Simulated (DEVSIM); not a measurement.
Device: Co/Si3N4/p-Si capacitor, at 450 K.

```
layer (left to right)  material  thickness (nm)  Na (cm⁻³)
---------------------  --------  --------------  ---------
1                         Si3N4            4.90          -
2                            Si            5200     1.2e16
```

Metal gate on the left, work function 5 eV. Fixed charge at the semiconductor interface 0 cm⁻² (in units of +e); no interface traps.

The device is made up for the run: typed textbook-type constants, with dimensions and the other settings drawn at random. Values at 300 K; Nc and Nv go as T^1.5, mobilities as T to minus their exponent, the gap by Varshni's rule with the affinity fixed.

```csv
parameter,Si3N4,Si
gap (eV),5.1,1.124
affinity (eV),2.1,4.05
permittivity,7.5,11.7
Nc (cm⁻³),-,2.86e19
Nv (cm⁻³),-,3.1e19
Varshni α (eV/K),-,0.000473
Varshni β (K),-,636
```

Model (solved in DEVSIM): 1D Poisson equation in equilibrium, Boltzmann statistics, complete ionisation; no quantum confinement or tunnelling. Metal contacts follow the ideal Schottky-Mott rule: no Fermi-level pinning, no interface dipoles.

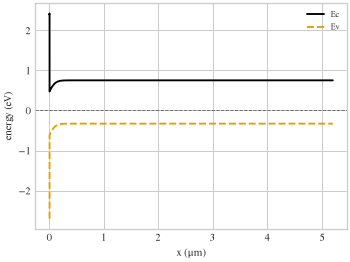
Band edges at 0.5 V on the gate

Energies count from the Fermi level of the right contact; mesh points crowd at the junctions.

| x (μm) | Ec (eV) | Ev (eV) | n (cm⁻³) | p (cm⁻³) | field (V/cm) |
|---|---|---|---|---|---|
| 0.000 | 2.400 | -2.700 | < 1e2 | < 1e2 | 47000 |
| 0.001122 | 2.405 | -2.695 | < 1e2 | < 1e2 | 47000 |
| 0.002844 | 2.413 | -2.687 | < 1e2 | < 1e2 | 47000 |
| 0.004275 | 2.420 | -2.680 | < 1e2 | < 1e2 | 47000 |
| 0.005875 | 0.476 | -0.605 | 2.5e14 | 9.4e12 | 30000 |
| 0.008396 | 0.483 | -0.598 | 2.0e14 | 1.1e13 | 29000 |
| 0.01424 | 0.500 | -0.581 | 1.3e14 | 1.8e13 | 28000 |
| 0.03376 | 0.552 | -0.530 | 3.5e13 | 6.7e13 | 25000 |
| 0.06919 | 0.627 | -0.454 | 5.0e12 | 4.7e14 | 18000 |
| 0.1514 | 0.722 | -0.359 | 4.3e11 | 5.4e15 | 6000 |
| 0.3256 | 0.752 | -0.329 | 2.0e11 | 1.2e16 | 170 |
| 0.9555 | 0.753 | -0.328 | 1.9e11 | 1.2e16 | ≈ 0 |
| 2.079 | 0.753 | -0.328 | 1.9e11 | 1.2e16 | ≈ 0 |
| 3.744 | 0.753 | -0.328 | 1.9e11 | 1.2e16 | ≈ 0 |
| 4.695 | 0.753 | -0.328 | 1.9e11 | 1.2e16 | ≈ 0 |
| 4.971 | 0.753 | -0.328 | 1.9e11 | 1.2e16 | ≈ 0 |
| 5.102 | 0.753 | -0.328 | 1.9e11 | 1.2e16 | ≈ 0 |
| 5.158 | 0.753 | -0.328 | 1.9e11 | 1.2e16 | ≈ 0 |
| 5.190 | 0.753 | -0.328 | 1.9e11 | 1.2e16 | ≈ 0 |
| 5.199 | 0.753 | -0.328 | 1.9e11 | 1.2e16 | ≈ 0 |
| 5.203 | 0.753 | -0.328 | 1.9e11 | 1.2e16 | ≈ 0 |
| 5.205 | 0.753 | -0.328 | 1.9e11 | 1.2e16 | ≈ 0 |
